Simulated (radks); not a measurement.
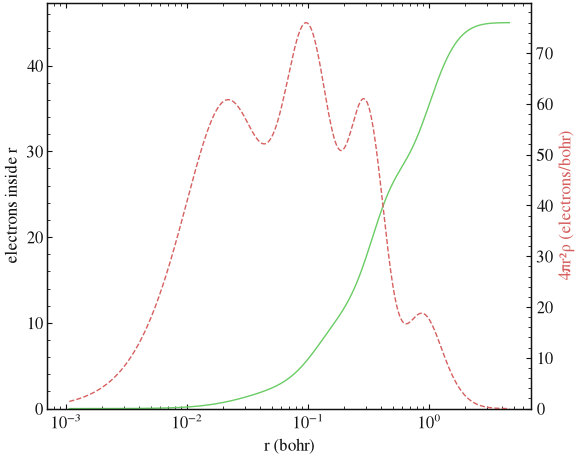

Ag²⁺ (Z = 47, 45 electrons) in the configuration [Kr] 4d9 (open shells shared over both j by 2j + 1). Theory: Dirac Kohn-Sham, BLYP, spin-unpolarised, spherical densities, finite nucleus (computed with the in-house radial solver radks).

The plot shows the number of electrons inside radius r (solid) and the radial density 4πr²ρ (dashed).

**Describe it and give its main numbers.**

The count levels off at 45 electrons. Half of them lie within 0.391 bohr, 90 % within 1.37 bohr and 99 % within 2.42 bohr. The radial density has minima at 0.0436, 0.188 and 0.646 bohr, where the count stands at 2.0, 11.2 and 29.0; these part the shells that the density resolves.
